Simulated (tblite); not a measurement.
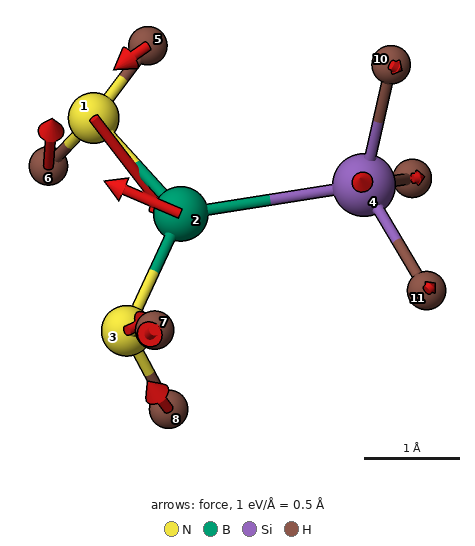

Starting geometry of BSiN2H7 with the computed forces as red arrows. The picture is a ball-and-stick view, seen at a tilt.

The calculation used GFN2-xTB geometry optimisation, gas phase (tblite). 

Question: What follows when this structure is relaxed?

Answer: It isn't relaxed: the largest force vector, on an N atom, is 2.93 eV/Å. The final displacements follow the starting forces only in part (cosine between the two patterns 0.42). An H atom moves most after the best rigid fit: 1.42 Å. Largest moves by element: H 1.42 Å, N 0.42 Å, B 0.18 Å, Si 0.16 Å. Near-neighbour distances that change, for instance: B–N 1.515 → 1.406 Å, H–N 1.054 → 1.007 Å, H–N 1.037 → 1.004 Å, H–Si 1.461 → 1.476 Å. Bond angles that change, for instance: B–N–H 106.4° → 123.5°, B–N–H 106.9° → 123.6°, B–N–H 108.4° → 123.7°. The energy falls by 151.5 kJ/mol in 68 geometry steps.
